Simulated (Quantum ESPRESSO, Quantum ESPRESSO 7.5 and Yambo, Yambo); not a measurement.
## BN (Qingsongite): G0W0 on several meshes in Yambo

Wanted: mesh dependence and cost of G0W0 for BN (Qingsongite).

Main program and level: Quantum ESPRESSO 7.5 and Yambo 5.3.0; PBE and many-body steps on it, plane waves.

## Step 1: The structure

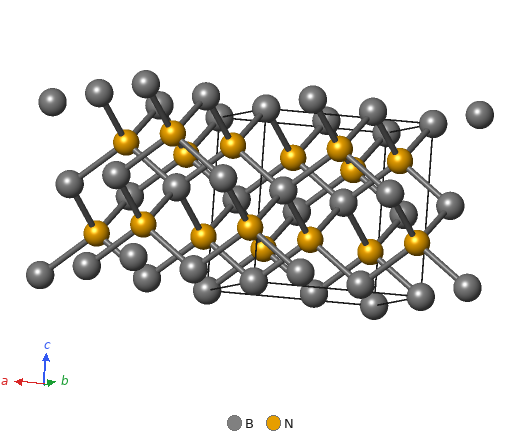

Start, viewed from a free direction; boron grey, nitrogen orange. 2×2×1 cells are drawn. This picture shows the conventional cell, with its axes. Bonds to atoms that aren't drawn are left out. Some periodic images of atoms are drawn too.

The cell and positions come from the Crystallography Open Database and are kept as given unless a step says otherwise.

## Step 2: Empty states on the mesh, 4×4×4 mesh, 39 bands

This step: Quantum ESPRESSO 7.5; DFT, PBE, plane waves, norm-conserving pseudopotentials.

The sums over transitions need many empty states on a uniform mesh; this step solves for them.

File pw.in:

```
&control
  calculation = 'nscf'
  prefix = 'x'
  outdir = 'o'
  pseudo_dir = 'pseudo'
/
&system
  ibrav = 0
  nat = 2
  ntyp = 2
  ecutwfc = 72.0
  nbnd = 39
  force_symmorphic = .true.
/
&electrons
  conv_thr = 1e-9
  electron_maxstep = 80
  diago_full_acc = .true.
  diago_thr_init = 5e-6
/
ATOMIC_SPECIES
  B 10.81 B.upf
  N 14.007 N.upf
CELL_PARAMETERS angstrom
  -0.0000000000 1.8075000000 1.8075000000
  1.8075000000 0.0000000000 1.8075000000
  1.8075000000 1.8075000000 -0.0000000000
ATOMIC_POSITIONS crystal
  B 0.0000000000 0.0000000000 0.0000000000
  N 0.2500000000 0.2500000000 0.2500000000
K_POINTS automatic
  4 4 4 0 0 0
```

Started as:

```
$ OMP_NUM_THREADS=1 mpirun -n 8 pw.x -nk 4 -in pw.in > pw.out
```

The program printed:

```text
Program PWSCF v.7.5 starts

     This program is part of the open-source Quantum ESPRESSO suite
     for quantum simulation of materials; please cite
         "P. Giannozzi et al., J. Phys.:Condens. Matter 21 395502 (2009);
         "P. Giannozzi et al., J. Phys.:Condens. Matter 29 465901 (2017);
         "P. Giannozzi et al., J. Chem. Phys. 152 154105 (2020);
     in publications or presentations arising from this work. More details at

     Atomic positions and unit cell read from directory:
     o/x.save/

     Message from routine setup:
[...]
63.5661  68.7263  69.3162  69.3162  71.9023  71.9023  74.2494  76.3943
    85.1387  85.1387  88.0276  88.0276  91.3013  92.0380  96.3298  96.3298
    98.4228  99.8364 106.9788 106.9788 111.3093 114.7507 114.7507

          k = 0.3536 0.0000 0.0000 (   833 PWs)   bands (ev):

     [... further k-points ...]

     highest occupied, lowest unoccupied level (ev):    11.1555   15.6904

     XML data file, pseudopotentials, collected wavefunctions

=------------------------------------------------------------------------------=
   JOB DONE.
=------------------------------------------------------------------------------=
```

Wall time 1.1 s (8 MPI ranks of Arm Neoverse V1, shared host); peak memory 0.05 GiB; 7.5 s of CPU time.

This step gave:

```yaml
gap: 4.535 eV
k_of_the_valence_top: 0, 0, 0
k_of_the_conduction_bottom: 0, -0.5, -0.5
least_direct_gap: 8.878 eV
k_points_computed: 8
lowest_point_of_the_top_converged_band_above_the_valence_top: 98.9299 eV
```

On this mesh the gap is 4.535 eV.

The density comes from a self-consistent run that is not shown.

## Step 3: Conversion and set-up

This step: Yambo 5.3.0; conversion and set-up on PBE, plane waves, norm-conserving pseudopotentials.

The states are converted to the many-body program's format and the q mesh is built.

Started as:

```
$ (cd o/x.save; p2y > p2y.log; mv SAVE ../..); yambo > setup.log
```

The program printed:

```text
 Yambo, version 5.3.0

 [02] CORE Variables Setup
 =========================

  [02.01] Unit cells
  ==================

  Cell kind             :  FCC
  Atoms in the cell     :  B  N
  number of B  atoms    :  1
  number of N  atoms    :  1

  List of atomic masses
  Mass of B     :  10.81000
  Mass of N     :  14.00700

  List of atomic coordinates    : [cc]
  B1       :  0.000000  0.000000  0.000000  order 1
  N1       :  1.707840  1.707840  1.707840  order 2

  Alat factors          :  3.415680  3.415680  3.415680 [a.u.]
  Direct lattice volume :  79.70059 [a.u.]
[...]
==========================================

 IBZ Q-points                                      :   8
 BZ  Q-points                                      :   64

 K/Q-points units:
 rlu = crystal or reduced units; cc = cartesian coordinates; iku = interal k-units

 Q [1]          [rlu]:  0.000000  0.000000  0.000000
 Q [2]          [rlu]:  0.53430E-17  0.53430E-17  0.25000
 Q [3]          [rlu]: -0.10686E-16 -0.10686E-16 -0.50000
[...]
Q [7]          [rlu]:  0.55980E-17 -0.50000     -0.50000
 Q [8]          [rlu]:  0.250000 -0.500000 -0.250000

  [03.01] X indexes
  =================

   [03.01.01] Sigma indexes
   ========================

 [06] Game Over & Game summary
```

Elapsed: 1.9 s, on 1 MPI rank; peak memory 0.23 GiB.

## Step 4: 4×4×4

G0W0 replaces the xc potential by the self-energy, built once from these orbitals. Only a window of levels is corrected, while the sums run over the empty bands that the input names.

This step: G0W0 on PBE, plane waves, norm-conserving pseudopotentials.

File gw13.in:

```
HF_and_locXC
gw0
dyson
ppa
em1d
rim_cut
RandQpts= 1000000
RandGvec= 1 RL
EXXRLvcs= 72 Ry
VXCRLvcs= 288 Ry
Chimod= "HARTREE"
% BndsRnXp
 1 | 39 |
%
NGsBlkXp= 15.5 Ry
% LongDrXp
 1 | 1 | 1 |
%
% GbndRnge
 1 | 39 |
%
DysSolver= "n"
ExtendOut
PPAPntXp= 27.21138 eV
% QPkrange
 1 | 1 | 3 | 6 |
 7 | 7 | 3 | 6 |
%
```

Started as:

```
$ OMP_NUM_THREADS=1 mpirun -n 8 yambo -F gw13.in -J gw13 -C gw13 > gw13.log
```

The program printed:

```text
 Yambo, version 5.3.0

 [02] CORE Variables Setup
 =========================

  [... cell, symmetries and grids as in the set-up ...]

  [02.05] Energies & Occupations
  ==============================

  [X] === General ===
  [X] Electronic Temperature                        :  0.000000  0.000000 [eV K]
  [X] Bosonic    Temperature                        :  0.000000  0.000000 [eV K]
  [X] Finite Temperature mode                       : no
  [X] El. density                                   :  0.67737E+24 [cm-3]
  [X] Fermi Level                                   :  11.15554 [eV]

  [X] === Gaps and Widths ===
  [X] Conduction Band Min                           :  4.534824 [eV]
  [X] Valence Band Max                              :  0.000000 [eV]
  [X] Filled Bands                                  :   4
  [X] Empty Bands                                   :    5   39
  [X] Direct Gap                                    :  8.878136 [eV]
  [X] Direct Gap localized at k                     :  1
  [X] Indirect Gap                                  :  4.534824 [eV]
  [X] Indirect Gap between kpts                     :   1   7
  [X] Last valence band width                       :  6.499738 [eV]
  [X] 1st conduction band width                     :  5.675309 [eV]

 [03] Transferred momenta grid and indexing
 ==========================================

 IBZ Q-points                                      :   8
 BZ  Q-points                                      :   64

 K/Q-points units:
 rlu = crystal or reduced units; cc = cartesian coordinates; iku = interal k-units

 Q [1]          [rlu]:  0.000000  0.000000  0.000000
 Q [2]          [rlu]:  0.53430E-17  0.53430E-17  0.25000
 Q [3]          [rlu]: -0.10686E-16 -0.10686E-16 -0.50000
 Q [4]          [rlu]: -0.27990E-17  0.25000      0.25000
 Q [5]          [rlu]: -0.97456E-17  0.25000      0.50000
 Q [6]          [rlu]: -0.10686E-16  0.25000     -0.25000
 Q [7]          [rlu]:  0.55980E-17 -0.50000     -0.50000
 Q [8]          [rlu]:  0.250000 -0.500000 -0.250000

 [04] Coloumb potential Random Integration (RIM)
 ===============================================

  [04.01] RIM initialization
  ==========================

  * Diagonal components only detected *

  8 x (sBL volume)        :  0.389034 [a.u.]
  sBZ random points       :  1000000
  Points outside the sBZ  :   7999624
  RL volume               :  3.112276 [a.u.]
  Integrated volume       :  3.112422 [a.u.]

  [04.02] RIM integrals
  =====================

  Gamma point sphere radius             :  0.132418 [a.u.]
  Points outside the sphere             :   799635
  [Int_sBZ(q=0) 1/q^2]*(Vol_sBZ)^(-1/3) =:  7.763403
                                 should be <:  7.795600

  Summary of Coulomb integrals for non-metallic bands |Q|[au] RIM/Bare

  Q [1] 0.100000E-4 0.995870 * Q [2] 0.398266 1.063761
  Q [4] 0.459878 1.062895 * Q [6] 0.650366 1.026260
  Q [5] 0.762622 1.018621 * Q [3] 0.796532 1.016906
  Q [7] 0.919756 1.013461 * Q [8] 1.028319 1.010414

 [05] Dipoles
 ============

  [05.01] Setup: observables and procedures
  =========================================

 [06] Dynamic Dielectric Matrix (PPA)
 ====================================

 [SLK-Inversion]  Pools        :  2
 [SLK-Inversion]  BLACS grid   :  2  2

 [WR./gw13//ndb.pp]--------------------------------------------------------------
  Brillouin Zone Q/K grids (IBZ/BZ)                :    8   64    8   64
  RL vectors                                       :  1139 [WF]
  Coulomb cutoff potential                         : none
  Electronic Temperature                           :  0.000000 [K]
  Bosonic    Temperature                           :  0.000000 [K]
  PPA    diel. fun.  energies                      : Perdew, Burke & Ernzerhof(X)+Perdew, Burke & Ernzerhof(C)
  wavefunctions                                    : Perdew, Burke & Ernzerhof(X)+Perdew, Burke & Ernzerhof(C)
  Global Gauge                                     : length
  X matrix size                                    :   89
  X band range                                     :    1   39
  X e/h energy range                               : -1.000000 -1.000000 [eV]
  X Time ordering                                  : R
  X Hxc Kernel                                     : HARTREE
  X Drude frequency                                :  0.000000  0.000000
  X poles                                          :  100.0000 [o/o]
  RL vectors in the sum                            :  1139
  [r,Vnl] included                                 : yes
  Field direction                                  :  0.577350E-5  0.577350E-5  0.577350E-5
  BZ energy Double Grid                            : no
  BZ energy DbGd points                            : 0
  BZ Q point size factor                           : -1.000000
  X Optical Averaged directions                    : none

 [07] Local Exchange-Correlation + Non-Local Fock
 ================================================

 [VXC] Plane waves :   6615
 [EXS] Plane waves :   893

 QP @ state[ 1 ] K range:  1  1
 QP @ state[ 1 ] b range:   3   6
 QP @ state[ 2 ] K range:   7   7
 QP @ state[ 2 ] b range:   3   6

 [xc] Functional : Perdew, Burke & Ernzerhof(X)+Perdew, Burke & Ernzerhof(C)
 [xc] LIBXC used to calculate xc functional
  PP Number of Atomic Species                      :  2
  NLCC RL compoments                               :   6615
  PP Number of Atomic Species                      :  2
  NLCC RL compoments                               :   6615

 [xc] E_xc :  -3.733064 [Ha]
      E_xc :  -7.466128 [Ry]

  Local XC kind (lXC) : Perdew, Burke & Ernzerhof(X)+Perdew, Burke & Ernzerhof(C)
  Non-Local XC kind (nlXC) : Hartree-Fock

  Corrections @ K [1] :  [eV]
 <3|nlXC|3> = -22.02419 -0.26185E-16 <3|lXC|3> = -18.53185  0.000000
 <4|nlXC|4> = -22.02433 -0.12006E-16 <4|lXC|4> = -18.53185  0.59005E-16
 <5|nlXC|5> = -7.072850 -0.46900E-17 <5|lXC|5> = -13.76910 -0.18882E-15
 <6|nlXC|6> = -7.073223  0.40238E-19 <6|lXC|6> = -13.76910  0.000000

  Corrections @ K [7] :  [eV]
 <3|nlXC|3> = -21.53665 -0.12344E-16 <3|lXC|3> = -16.50003 -0.11801E-16
 <4|nlXC|4> = -21.53666  0.21152E-18 <4|lXC|4> = -16.50003  0.94408E-16
 <5|nlXC|5> = -7.280785 -0.28415E-17 <5|lXC|5> = -12.55163  0.000000
 <6|nlXC|6> = -6.720201  0.57702E-18 <6|lXC|6> = -12.68292 -0.94408E-16

 [08] Dyson equation: Newton solver
 ==================================

  [08.01] G0W0 (W PPA)
  ====================

  [  GW  ] Bands range     :    1   39
  [GW/PPA] G damping       :  0.100000 [eV]

  QP @ state[ 1 ] K range:  1  1
  QP @ state[ 1 ] b range:   3   6
  QP @ state[ 2 ] K range:   7   7
  QP @ state[ 2 ] b range:   3   6

   Sc/G bands                                       :    1   39
   Sc/G damping                                     :  0.100000 ev
   Sc bands terminator                              : no
   Sx RL components                                 :   893

   QP @ state[ 1 ] K range                          :  1  1
   QP @ state[ 1 ] b range                          :   3   6
   QP @ state[ 2 ] K range                          :   7   7
   QP @ state[ 2 ] b range                          :   3   6
   GF energies kind                                 : Perdew, Burke & Ernzerhof(X)+Perdew, Burke & Ernzerhof(C)
   GF WF`s kind                                     : Perdew, Burke & Ernzerhof(X)+Perdew, Burke & Ernzerhof(C)
   Xs energies kind                                 : Perdew, Burke & Ernzerhof(X)+Perdew, Burke & Ernzerhof(C)
   Xs WF`s kind                                     : Perdew, Burke & Ernzerhof(X)+Perdew, Burke & Ernzerhof(C)

 [11] Game Over & Game summary
```

Run time: 4.4 s. Hardware: 8 MPI ranks; peak memory 2.1 GiB; 26 s of CPU time.

This step gave:

```yaml
g0w0_gap_on_the_points_computed: 5.875 eV
starting_gap_on_the_mesh: 4.535 eV
k_of_the_valence_top: 0, 0, 0
k_of_the_conduction_bottom: 0, -0.5, -0.5
least_direct_g0w0_gap_on_the_computed_points: 10.84 eV
z_at_the_valence_top: 0.8287
z_at_the_conduction_bottom: 0.8544
```

The gap on the mesh goes from 4.53 eV to 5.87 eV, a correction of +1.34 eV.

## Step 5: Empty states on the mesh, 8×8×8 mesh, 39 bands

This step: Quantum ESPRESSO 7.5; DFT, PBE, plane waves, norm-conserving pseudopotentials.

pw.in: that of step 2 with these lines changed.

```diff
@@ -31,2 +31,2 @@
 K_POINTS automatic
-  4 4 4 0 0 0
+  8 8 8 0 0 0
```

Started as:

```
$ OMP_NUM_THREADS=1 mpirun -n 8 pw.x -nk 4 -in pw.in > pw.out
```

The program printed:

```text
[banner, memory and clock lines left out]
Program PWSCF v.7.5 starts

     Atomic positions and unit cell read from directory:
     o/x.save/

     Message from routine setup:
     using ibrav=0 with symmetry is DISCOURAGED, use correct ibrav instead

     bravais-lattice index     =            0
     lattice parameter (alat)  =       4.8305  a.u.
     unit-cell volume          =      79.7006 (a.u.)^3
     number of atoms/cell      =            2
     number of atomic types    =            2
     number of electrons       =         8.00
[...]
k = 0.0884 0.0884-0.0884 (   833 PWs)   bands (ev):

[...]
109.4298 109.6208 109.6208 110.5231 110.5231 113.1688 115.4621

          k = 0.1768 0.1768-0.1768 (   821 PWs)   bands (ev):

[...]
54.9883  56.4994  70.3441  70.3441  79.9592  82.0462  82.0462  86.4825
    86.4825  87.6302  88.6554  92.7388  94.0164  94.0164 102.1816 103.4917
   103.4917 105.8887 105.8887 106.3797 109.4734 109.4734 110.3632

          k = 0.2652 0.2652-0.2652 (   820 PWs)   bands (ev):

     [... further k-points ...]

     highest occupied, lowest unoccupied level (ev):    11.1555   15.6904

     XML data file, pseudopotentials, collected wavefunctions
```

It took 2 s on 8 MPI ranks; peak memory 0.05 GiB; 15 s of CPU time.

This step gave:

| Item | Value |
| --- | --- |
| gap | 4.535 eV |
| k of the valence top | 0, 0, 0 |
| k of the conduction bottom | 0, -0.5, -0.5 |
| least direct gap | 8.878 eV |
| k points computed | 29 |
| lowest point of the top converged band, above the valence top | 98.9299 eV |

On this mesh the gap is 4.535 eV.

## Step 6: Conversion and set-up

This step: Yambo 5.3.0; conversion and set-up on PBE, plane waves, norm-conserving pseudopotentials.

Started as:

```
$ (cd o/x.save; p2y > p2y.log; mv SAVE ../..); yambo > setup.log
```

The program printed:

```text
 Yambo, version 5.3.0

 [02] CORE Variables Setup
 =========================

  [02.01] Unit cells
  ==================

  Cell kind             :  FCC
  Atoms in the cell     :  B  N
  number of B  atoms    :  1
  number of N  atoms    :  1

  List of atomic masses
  Mass of B     :  10.81000
  Mass of N     :  14.00700

  List of atomic coordinates    : [cc]
  B1       :  0.000000  0.000000  0.000000  order 1
  N1       :  1.707840  1.707840  1.707840  order 2

  Alat factors          :  3.415680  3.415680  3.415680 [a.u.]
  Direct lattice volume :  79.70059 [a.u.]
[...]
Q [ 1]         [rlu]:  0.000000  0.000000  0.000000
 Q [ 2]         [rlu]: -0.19961E-16 -0.19961E-16  0.12500
 Q [ 3]         [rlu]:  0.53430E-17  0.53430E-17  0.25000
[...]
Q [ 8]         [rlu]: -0.22413E-16  0.12500      0.37500
 Q [ 9]         [rlu]: -0.67428E-16  0.12500      0.50000
 Q [10]         [rlu]:  0.44825E-16  0.12500     -0.37500
     [... 17 further rows ...]
 Q [28]         [rlu]:  0.125000 -0.500000 -0.375000
 Q [29]         [rlu]:  0.250000 -0.500000 -0.250000

  [03.01] X indexes
  =================

   [03.01.01] Sigma indexes
   ========================

 [06] Game Over & Game summary
```

It took 2.1 s on 1 MPI rank; peak memory 0.23 GiB.

## Step 7: 8×8×8

This step: G0W0 on PBE, plane waves, norm-conserving pseudopotentials.

gw14.in, as its differences from gw13.in of step 4:

```diff
@@ -26,3 +26,3 @@
  1 | 1 | 3 | 6 |
- 7 | 7 | 3 | 6 |
+ 21 | 21 | 3 | 6 |
 %
```

Started as:

```
$ OMP_NUM_THREADS=1 mpirun -n 8 yambo -F gw14.in -J gw14 -C gw14 > gw14.log
```

The program printed:

```text
 Yambo, version 5.3.0

 [02] CORE Variables Setup
 =========================

  [... cell, symmetries and grids as in the set-up ...]

  [02.05] Energies & Occupations
  ==============================

  [X] === General ===
  [X] Electronic Temperature                        :  0.000000  0.000000 [eV K]
  [X] Bosonic    Temperature                        :  0.000000  0.000000 [eV K]
  [X] Finite Temperature mode                       : no
  [X] El. density                                   :  0.67737E+24 [cm-3]
  [X] Fermi Level                                   :  11.15554 [eV]

  [X] === Gaps and Widths ===
  [X] Conduction Band Min                           :  4.534824 [eV]
  [X] Valence Band Max                              :  0.000000 [eV]
  [X] Filled Bands                                  :   4
  [X] Empty Bands                                   :    5   39
  [X] Direct Gap                                    :  8.878136 [eV]
  [X] Direct Gap localized at k                     :  1
  [X] Indirect Gap                                  :  4.534824 [eV]
  [X] Indirect Gap between kpts                     :   1  21
  [X] Last valence band width                       :  6.499738 [eV]
  [X] 1st conduction band width                     :  6.083197 [eV]

 [03] Transferred momenta grid and indexing
 ==========================================

 IBZ Q-points                                      :  29
 BZ  Q-points                                      :   512

 K/Q-points units:
 rlu = crystal or reduced units; cc = cartesian coordinates; iku = interal k-units

 Q [ 1]         [rlu]:  0.000000  0.000000  0.000000
 Q [ 2]         [rlu]: -0.19961E-16 -0.19961E-16  0.12500
 Q [ 3]         [rlu]:  0.53430E-17  0.53430E-17  0.25000
[...]
NLCC RL compoments                               :   6615
  PP Number of Atomic Species                      :  2
  NLCC RL compoments                               :   6615

 [xc] E_xc :  -3.728796 [Ha]
      E_xc :  -7.457591 [Ry]

  Local XC kind (lXC) : Perdew, Burke & Ernzerhof(X)+Perdew, Burke & Ernzerhof(C)
  Non-Local XC kind (nlXC) : Hartree-Fock

  Corrections @ K [1] :  [eV]
 <3|nlXC|3> = -22.01823  0.68573E-17 <3|lXC|3> = -18.51949  0.64906E-16
 <4|nlXC|4> = -22.01825 -0.86646E-17 <4|lXC|4> = -18.51949 -0.37763E-15
 <5|nlXC|5> = -7.186788 -0.31087E-18 <5|lXC|5> = -13.77826  0.94408E-16
[...]
Corrections @ K [21] :  [eV]
[...]
<5|nlXC|5> = -7.432431  0.35637E-19 <5|lXC|5> = -12.56992  0.47204E-16
 <6|nlXC|6> = -6.805021 -0.10983E-17 <6|lXC|6> = -12.69598  0.000000

 [08] Dyson equation: Newton solver
 ==================================

  [08.01] G0W0 (W PPA)
  ====================

  [  GW  ] Bands range     :    1   39
  [GW/PPA] G damping       :  0.100000 [eV]

  QP @ state[ 1 ] K range:  1  1
  QP @ state[ 1 ] b range:   3   6
  QP @ state[ 2 ] K range:  21  21
  QP @ state[ 2 ] b range:   3   6

   Sc/G bands                                       :    1   39
   Sc/G damping                                     :  0.100000 ev
   Sc bands terminator                              : no
   Sx RL components                                 :   893

   QP @ state[ 1 ] K range                          :  1  1
   QP @ state[ 1 ] b range                          :   3   6
   QP @ state[ 2 ] K range                          :  21  21
   QP @ state[ 2 ] b range                          :   3   6
   GF energies kind                                 : Perdew, Burke & Ernzerhof(X)+Perdew, Burke & Ernzerhof(C)
   GF WF`s kind                                     : Perdew, Burke & Ernzerhof(X)+Perdew, Burke & Ernzerhof(C)
   Xs energies kind                                 : Perdew, Burke & Ernzerhof(X)+Perdew, Burke & Ernzerhof(C)
   Xs WF`s kind                                     : Perdew, Burke & Ernzerhof(X)+Perdew, Burke & Ernzerhof(C)

 [11] Game Over & Game summary
```

Run time: 28 s. Hardware: 8 MPI ranks; peak memory 2.3 GiB; 3.6 min of CPU time.

Numbers from this step:

```yaml
g0w0_gap_on_the_points_computed: 5.922 eV
starting_gap_on_the_mesh: 4.535 eV
k_of_the_valence_top: 0, 0, 0
k_of_the_conduction_bottom: 0, -0.5, -0.5
least_direct_g0w0_gap_on_the_computed_points: 10.88 eV
z_at_the_valence_top: 0.8285
z_at_the_conduction_bottom: 0.8546
```

Against G0W0 in Yambo (4×4×4 mesh, 39 bands, screening to 210.9 eV, Godby-Needs plasmon pole), the gap moves by +0.047 eV.

(Part 1 of 2 ends here.)

[Paths, hosts, dates, memory and timing lines, banners, echoed tables and standing remarks are left out of the program output.]

[Logs are printed without paths, hosts, clocks, repeated set-up lines and the standing remarks that a program may print on its own settings, such as how far it seeks lower states.]

[Runs of the session that timed out or met a known fault of the program may be left out.]

[Hosts, paths, dates, database ids (printed as entryN), source tags and the programs' standing remarks are cut or masked in the printed files.]
